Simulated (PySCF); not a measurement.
## SiP2H6: excited-state calculation

- system: SiP2H6
- method: TDDFT CAM-B3LYP/def2-SVPD, vertical, gas phase, core orbitals frozen in the response (PySCF 2.14.0)

The geometry comes from this level: PBE0-D3(BJ)/def2-SVP.

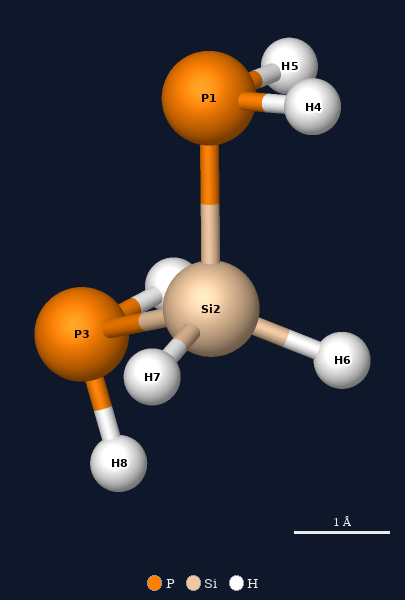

**Figure 1.** The input geometry (ball-and-stick view, seen at an oblique angle; atoms are numbered from 1 in the order of the input).

**Input**
```
{"job": {"kind": "uv", "xc": "CAM-B3LYP", "basis": "def2-SVPD", "dynamic": true, "nstates": 6, "ntriplets": 0}, "charge": 0, "multiplicity": 1}
P     -1.735640     0.453448    -0.764997
Si     0.096372    -0.532648     0.132924
P      1.888058     0.525872    -0.764588
H     -2.641301    -0.183804     0.138098
H     -1.612128     1.621873     0.049850
H      0.095992    -0.533298     1.629558
H      0.125511    -1.949072    -0.342626
H      2.821800    -0.099140     0.119468
H      1.736387     1.675851     0.071803
```

The first line tells a small driver script what to run in PySCF; the rest is the geometry in Å.

Command:
```bash
OMP_NUM_THREADS=1 python <driver script> task.json out
```

**The program's output**
```
coarse grid: 8592 points
cycle   1  E = -975.3881955995  dE = -2.056e-01  |g| = 1.698e-01  |ddm| = 2.952e+00
cycle   2  E = -975.3973097477  dE = -9.114e-03  |g| = 1.086e-01  |ddm| = 4.812e-01
cycle   3  E = -975.4016401047  dE = -4.330e-03  |g| = 1.937e-02  |ddm| = 2.218e-01
cycle   4  E = -975.4018261559  dE = -1.861e-04  |g| = 3.962e-03  |ddm| = 5.233e-02
cycle   5  E = -975.4018341110  dE = -7.955e-06  |g| = 1.101e-03  |ddm| = 1.110e-02
final grid: 68016 points
cycle   6  E = -975.5136896611  dE = -2.726e-06  |g| = 7.430e-04  |ddm| = 1.785e-02
cycle   7  E = -975.5136897894  dE = -1.283e-07  |g| = 4.891e-04  |ddm| = 2.507e-03
cycle   8  E = -975.5136898824  dE = -9.298e-08  |g| = 5.539e-05  |ddm| = 8.477e-04
cycle   9  E = -975.5136898839  dE = -1.497e-09  |g| = 2.057e-05  |ddm| = 1.860e-04
cycle  10  E = -975.5136898841  dE = -2.024e-10  |g| = 3.677e-06  |ddm| = 4.123e-05
```

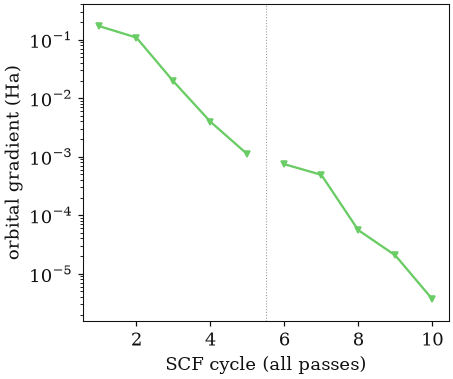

**Figure 2.** Convergence of the self-consistent field: orbital gradient against the SCF cycle. The dotted line marks the change from a coarse to the final integration grid. The first 5 cycles use a coarse grid, the final grid takes over at cycle 6, and the field converges after 10 cycles in all.

```
converged SCF energy = -975.5136898841

Static polarisability (au): isotropic 85.330, principal 71.160 81.261 103.571

Singlet excitations
state   eV       nm        f      main configurations
  1   6.4165    193.2   0.00246   H-1->L+2 0.72
  2   6.5372    189.7   0.00578   H->L 0.44, H->L+2 0.43
  3   6.5697    188.7   0.00435   H-1->L 0.64, H->L+1 0.22
  4   6.5763    188.5   0.02760   H->L 0.39, H->L+2 0.29, H-1->L+1 0.15
  5   6.9150    179.3   0.29898   H->L+1 0.46, H-1->L 0.16, H-1->L+3 0.14
  6   6.9936    177.3   0.17290   H->L+3 0.57, H-1->L+1 0.24
```

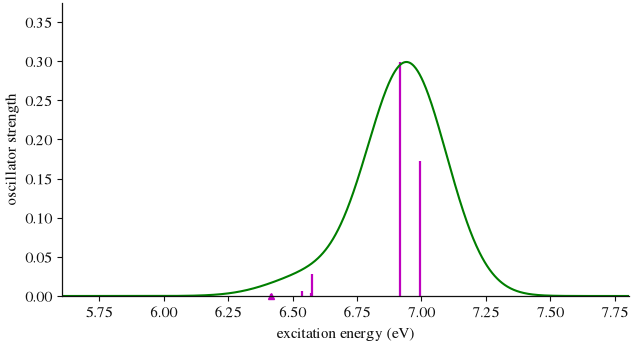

**Figure 3.** Computed excitations as sticks (degenerate states added up, dark ones marked on the axis), with a Gaussian envelope of 0.35 eV full width at half maximum, scaled to the tallest. Of the 6 states the lowest lies at 6.42 eV (f = 0.002); the strongest line is at 6.92 eV, or 179 nm (f = 0.299).

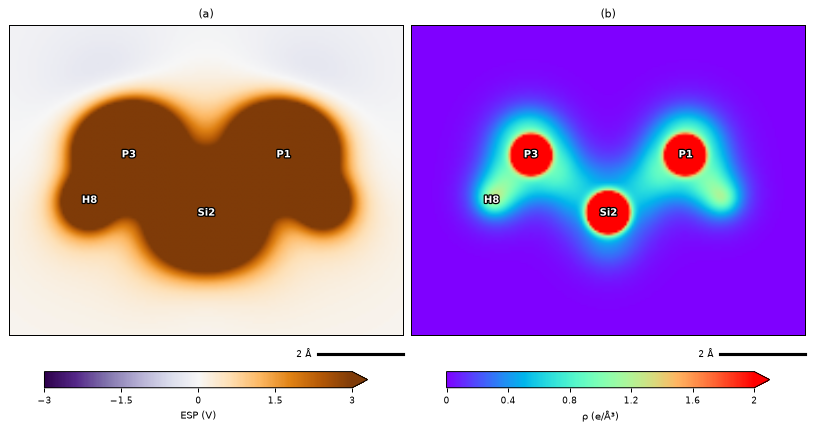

**Figure 4.** (a) molecular electrostatic potential; (b) electron density on the plane of atoms P1, Si2 and P3. Atoms in the plane: P, Si and H. Si–P (2.27 Å): ρ is about 0.72 e/Å³ halfway, with its minimum of 0.63 e/Å³ about 0.8 Å from Si. P–H (1.43 Å): ρ at the midpoint is about 1 e/Å³.

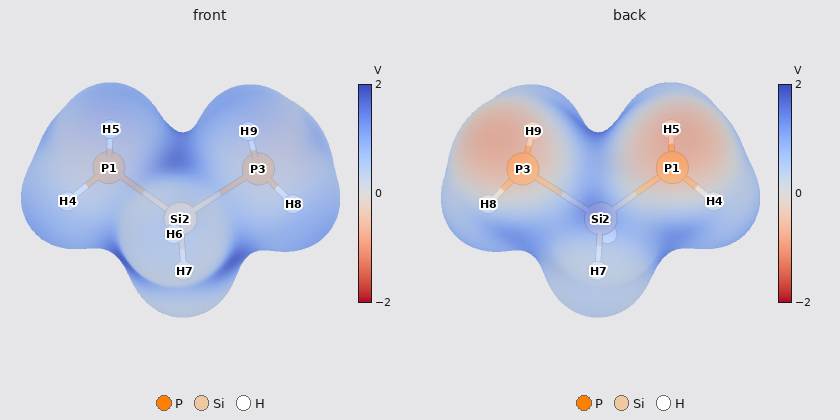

**Figure 5.** The molecular electrostatic potential painted on the density surface at 0.004 e/bohr³, seen face on and from behind; red is negative and blue positive. Its dipole moment is 1.29 D.

**Key numbers**

```csv
quantity,value
outcome,converged
total energy,−975.513690 hartree
HOMO,−8.86 eV
LUMO,0.63 eV
dipole moment,1.29 D
mean polarisability,85.33 a.u.
lowest excitation,6.42 eV
hardware,"1 CPU thread, shared host"
wall time,9 s
peak memory,0.55 GiB
```
